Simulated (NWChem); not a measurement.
# One shape, several levels: C4H10S (diethyl sulfide)

We compute a comparison of 4 runs (HF/STO-3G, HF/3-21G, B3LYP/6-31G*) of C4H10S (diethyl sulfide). 

The calculation is run with NWChem 7.3.0.

49 further runs of the same task are left out: 49 set aside as unsound or not needed.

### Step 1. The molecule

The species is C4H10S (15 atoms), meant as a singlet with charge 0. SMILES: `CCSCC`. The C1–C2 distance was set to 1.970 Å, away from the relaxed value.

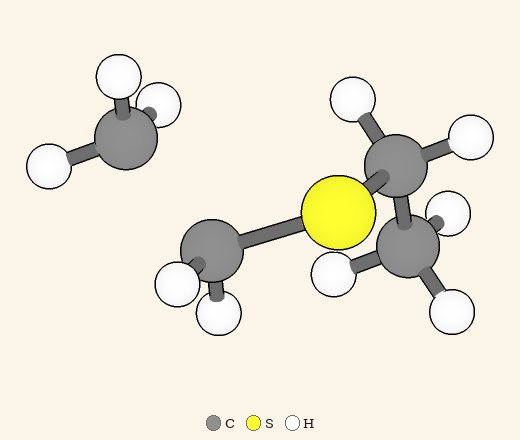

The structure, seen from a chosen angle (carbon grey, sulfur yellow, hydrogen white).

### Step 2. The energy at HF/STO-3G (run 1)

calc.nw reads:

```
START calc
memory 2200 mb
charge 0

GEOMETRY noautosym nocenter noautoz
  C     -2.292790     0.334714    -0.029072
  C     -0.909300    -0.781100    -0.878900
  S      0.234800    -1.576900     0.269900
  C      1.046600    -0.160100     1.041900
  C      1.852100     0.706000     0.094600
  H     -2.862290    -0.241786     0.702328
  H     -2.986090     0.722414    -0.780972
  H     -1.856490     1.193714     0.485528
  H     -1.365700    -1.620400    -1.409900
  H     -0.344200    -0.212900    -1.622000
  H      0.307100     0.431800     1.587200
  H      1.697200    -0.614700     1.793500
  H      2.597900     0.111800    -0.436800
  H      1.214400     1.189000    -0.649100
  H      2.367900     1.497700     0.645600
END

BASIS spherical bse
  * library STO-3G
END

SCF
  thresh 1e-08
  maxiter 80
END

TASK scf energy
```

On the command line:

```sh
nwchem calc.nw > calc.out
```

Standard output:

```text
[...]
  functions       =    39
[...]
  wavefunction    = RHF
[...]
         Total SCF energy =   -548.560236512132
      One-electron energy =  -1216.921112927904
      Two-electron energy =    436.716088040122
 Nuclear repulsion energy =    231.644788375650
        Time for solution =      5.1s
[...]
```

Wall time 6.3 s (1 thread of Intel Xeon Platinum 8488C (Sapphire Rapids), shared host); peak memory 0.096 GiB.

### Step 3. A single-point energy at HF/3-21G (run 2)

m1.nw reads:

```
start m1
memory 2200 mb

geometry noautosym nocenter noautoz
  C       -2.292790       0.334714      -0.029072
  C       -0.909300      -0.781100      -0.878900
  S        0.234800      -1.576900       0.269900
  C        1.046600      -0.160100       1.041900
  C        1.852100       0.706000       0.094600
  H       -2.862290      -0.241786       0.702328
  H       -2.986090       0.722414      -0.780972
  H       -1.856490       1.193714       0.485528
  H       -1.365700      -1.620400      -1.409900
  H       -0.344200      -0.212900      -1.622000
  H        0.307100       0.431800       1.587200
  H        1.697200      -0.614700       1.793500
  H        2.597900       0.111800      -0.436800
  H        1.214400       1.189000      -0.649100
  H        2.367900       1.497700       0.645600
end

basis spherical bse
  * library 3-21G
end

scf
  singlet
  rhf
  thresh 1e-08
  maxiter 80
end

task scf energy
```

On the command line:

```sh
nwchem m1.nw > m1.out
```

Standard output:

```text
[...]
  functions       =    69
[...]
  wavefunction    = RHF
[...]
         Total SCF energy =   -551.928444786217
      One-electron energy =  -1217.215261228923
      Two-electron energy =    433.642028067056
 Nuclear repulsion energy =    231.644788375650
        Time for solution =      4.9s
[...]
```

Wall time 6 s (1 thread of Intel Xeon Platinum 8488C (Sapphire Rapids), shared host); peak memory 0.096 GiB.

Run 3 isn't shown in full; the table further down has it.

### Step 4. A single-point energy at B3LYP/6-31G(d) (Cartesian functions) (run 4)

run.py reads:

```python
from ase import Atoms
from ase.calculators.nwchem import NWChem

atoms = Atoms(['C', 'C', 'S', 'C', 'C', 'H', 'H', 'H', 'H', 'H', 'H', 'H', 'H', 'H', 'H'], positions=[
    [-2.292790, 0.334714, -0.029072],
    [-0.909300, -0.781100, -0.878900],
    [0.234800, -1.576900, 0.269900],
    [1.046600, -0.160100, 1.041900],
    [1.852100, 0.706000, 0.094600],
    [-2.862290, -0.241786, 0.702328],
    [-2.986090, 0.722414, -0.780972],
    [-1.856490, 1.193714, 0.485528],
    [-1.365700, -1.620400, -1.409900],
    [-0.344200, -0.212900, -1.622000],
    [0.307100, 0.431800, 1.587200],
    [1.697200, -0.614700, 1.793500],
    [2.597900, 0.111800, -0.436800],
    [1.214400, 1.189000, -0.649100],
    [2.367900, 1.497700, 0.645600],
])

calc = NWChem(
    label='c4h10s',
    theory='dft',
    memory='2200 mb',
    basis='6-31G*',
    dft={'xc': 'b3lyp', 'mult': '1', 'grid': 'fine', 'convergence': 'energy 1e-08', 'iterations': '100', 'mulliken': None},
    task='energy',
)
atoms.calc = calc

print(f"energy = {atoms.get_potential_energy():.6f} eV")
print("dipole (e A):", atoms.get_dipole_moment().round(4))
```

On the command line:

```sh
export ASE_NWCHEM_COMMAND="nwchem PREFIX.nwi > PREFIX.nwo"
python run.py
```

Standard output:

```text
energy = -15145.645833 eV
dipole (e A): [-0.0197  0.3414 -0.0343]
```

The calculator wrote c4h10s.nwi:

```
title "c4h10s"

permanent_dir c4h10s

scratch_dir c4h10s

start c4h10s

geometry units angstrom nocenter noautosym noautoz
  C  -2.2927900000000001e+00 3.3471400000000001e-01 -2.9072000000000001e-02
  C  -9.0930000000000000e-01 -7.8110000000000002e-01 -8.7890000000000001e-01
  S  2.3480000000000001e-01 -1.5769000000000000e+00 2.6989999999999997e-01
  C  1.0466000000000000e+00 -1.6009999999999999e-01 1.0419000000000000e+00
  C  1.8521000000000001e+00 7.0599999999999996e-01 9.4600000000000004e-02
  H  -2.8622899999999998e+00 -2.4178600000000000e-01 7.0232799999999995e-01
  H  -2.9860899999999999e+00 7.2241400000000000e-01 -7.8097200000000000e-01
  H  -1.8564900000000000e+00 1.1937139999999999e+00 4.8552800000000002e-01
  H  -1.3656999999999999e+00 -1.6204000000000001e+00 -1.4098999999999999e+00
  H  -3.4420000000000001e-01 -2.1290000000000001e-01 -1.6220000000000001e+00
  H  3.0709999999999998e-01 4.3180000000000002e-01 1.5871999999999999e+00
  H  1.6972000000000000e+00 -6.1470000000000002e-01 1.7935000000000001e+00
  H  2.5979000000000001e+00 1.1180000000000000e-01 -4.3680000000000002e-01
  H  1.2143999999999999e+00 1.1890000000000001e+00 -6.4910000000000001e-01
  H  2.3679000000000001e+00 1.4977000000000000e+00 6.4559999999999995e-01
end

memory 2200 mb

basis noprint
   * library 6-31G*
end

dft
  xc b3lyp
  mult 1
  grid fine
  convergence energy 1e-08
  iterations 100
  mulliken
end

task dft energy
```

c4h10s.nwo:

```text
Northwest Computational Chemistry Package (NWChem) 7.3.0
             --------------------------------------------------------

           Job information
           ---------------

    nwchem branch   = 7.3.0
    use scalapack   = T
    input           = c4h10s.nwi
    prefix          = c4h10s.
    data base       = c4h10s/c4h10s.db
    status          = startup
    nproc           =        1

           Memory information
           ------------------

    heap     =     72089598 doubles =      550.0 Mbytes
    stack    =     72089595 doubles =      550.0 Mbytes
    global   =    144179200 doubles =     1100.0 Mbytes (distinct from heap & stack)
    total    =    288358393 doubles =     2200.0 Mbytes
    verify   = yes
    hardfail = no

[... 110 lines left out ...]
  convergence criterion.
[... 18 lines left out ...]
          Convergence on density requested:  1.00D-05
[... 25 lines left out ...]
          Convergence Information
[... 61 lines left out ...]
   convergence    iter        energy       DeltaE   RMS-Dens  Diis-err    time
[... 33 lines left out ...]
           Coulomb energy =      484.353659642189
[... 7 lines left out ...]
                       DFT Final Molecular Orbital Analysis
[... 716 lines left out ...]
 center of mass
 --------------
 x =   0.05511696 y =  -0.98099040 z =   0.24530570

 moments of inertia (a.u.)
 ------------------
         411.446523929670         -19.705689980314        -115.502193366532
         -19.705689980314         730.992520643834          -5.727121938095
        -115.502193366532          -5.727121938095         884.984202262081

     Multipole analysis of the density
     ---------------------------------

     L   x y z        total         alpha         beta         nuclear
     -   - - -        -----         -----         ----         -------
     0   0 0 0     -0.000000    -25.000000    -25.000000     50.000000

     1   1 0 0     -0.037192     -0.685849     -0.685849      1.334506
[... 8 lines of this table left out ...]
     2   0 0 2    -29.198421    -59.406817    -59.406817     89.615212

 Task  times  cpu:       39.9s     wall:       39.9s
 Total times  cpu:       40.0s     wall:       40.0s
```

Wall time 42 s (1 thread of Intel Xeon Platinum 8488C (Sapphire Rapids), shared host); peak memory 0.12 GiB.

### Step 5. Overview of the runs

| run | level | iteration cap | module | energy (Eh) | dipole moment (D) | HOMO energy (eV) | LUMO energy (eV) | wall time |
| --- | --- | --- | --- | --- | --- | --- | --- | --- |
| 1 | HF/STO-3G | 80 | scf | -548.560237 | 0.85 | -6.46 | 9.75 | 6.3 s |
| 2 | HF/3-21G | 80 | scf | -551.928445 | 2.04 | -8.86 | 5.38 | 6 s |
| 3 | B3LYP/6-31G* (spherical functions) | 100 | dft | -556.586647 | 1.65 | -5.78 | 0.80 | 40 s |
| 4 | B3LYP/6-31G* (Cartesian functions) | 100 | dft | -556.592223 | 1.65 | -5.78 | 0.79 | 42 s |

### Step 6. Results

| quantity | value |
| --- | --- |
| run 4: total energy | -556.59222 Eh |
| run 4: dipole moment | 1.65 D |
| run 4: HOMO energy | -5.78 eV |
| run 4: LUMO energy | 0.79 eV |
| run 4: HOMO–LUMO gap | 6.57 eV |

**Reading.** The dipole moment (its size) runs from 0.85 D (HF/STO-3G) to 2.04 D (HF/3-21G). The HOMO–LUMO gap runs from 6.57 eV (B3LYP/6-31G*) to 16.21 eV (HF/STO-3G). The two ends differ in method and basis. In run 1 the basis is minimal, so the values are rough. All runs together took 94 s, the longest 42 s.
